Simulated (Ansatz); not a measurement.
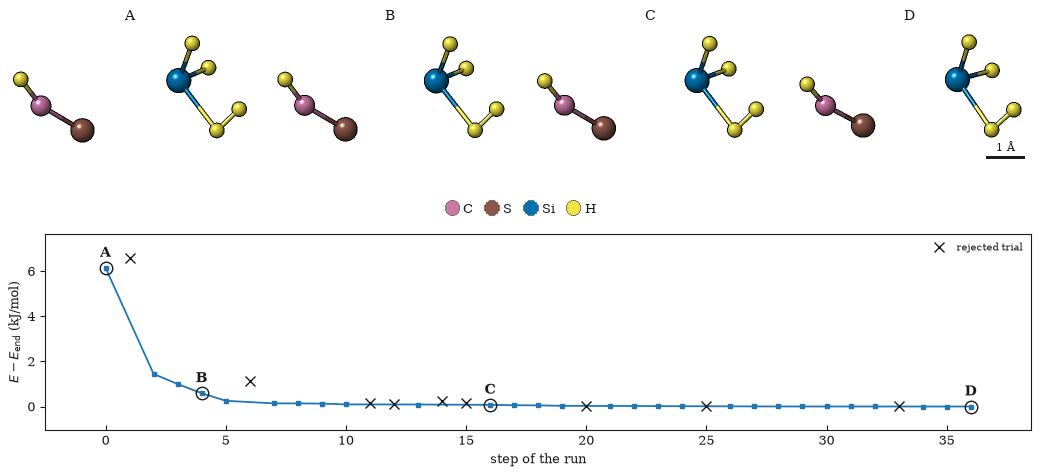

Frames of a relaxation of CH5SSi (charge +1), marked on the history of the run. A ball-and-stick model, seen from a free direction.

It is one of the separated reactants of a reaction.

Computed with Ansatz, RKS PBE0-D4/def2-TZVP. Settings: force threshold 0.005 eV/Å; at most 200 steps.

**What happens along the run?**

Over 27 accepted moves (36 points after the start) the energy falls by 6.14 kJ/mol. The largest force component goes from 1.3 to 0.0039 eV/Å. The line search rejected the trial steps at points 1, 6, 11, 12, 14, 15, 20, 25 and more of the run. An H atom moves most after the best rigid fit: 0.26 Å. Largest moves by element: H 0.26 Å, S 0.20 Å, C 0.12 Å, Si 0.09 Å. Near-neighbour distances that change, for instance: S–Si 2.916 → 2.822 Å, C–S 1.519 → 1.491 Å, H–H 0.833 → 0.805 Å, C–H 1.099 → 1.079 Å. Bond angles that change, for instance: S–C–H 161.2° → 163.4°. From step 0 to 4: an H atom moves most (0.12 Å), energy −5.56 kJ/mol. From step 4 to 16: S and H atoms move most (0.07 Å), energy −0.52 kJ/mol. From step 16 to 36: an H atom moves most (0.15 Å), energy −0.07 kJ/mol.

```
step  E − E(0), kJ/mol  largest force component, eV/Å      note
   0              0.00                         1.3406          
   1              0.46                         0.7694  rejected
   2             -4.70                         0.3617          
   3             -5.15                         0.2941          
   4             -5.56                         0.2554          
   5             -5.89                         0.1015          
   6             -5.00                         0.3236  rejected
   7             -6.01                         0.0123          
   8             -6.01                         0.0263          
   9             -6.02                         0.0112          
  10             -6.05                         0.0264          
  11             -5.97                         0.1674  rejected
  13             -6.06                         0.0223          
  14             -5.89                         0.1816  rejected
  15             -5.98                         0.0694  rejected
  17             -6.09                         0.0605          
  18             -6.09                         0.0243          
  20             -6.11                         0.0214  rejected
  21             -6.12                         0.0184          
  22             -6.12                         0.0371          
  24             -6.13                         0.0303          
  25             -6.11                         0.0753  rejected
  26             -6.14                         0.0130          
  28             -6.14                         0.0133          
  29             -6.14                         0.0071          
  31             -6.14                         0.0082          
  32             -6.14                         0.0105          
  33             -6.14                         0.0104  rejected
  35             -6.14                         0.0062          
  36             -6.14                         0.0039
```
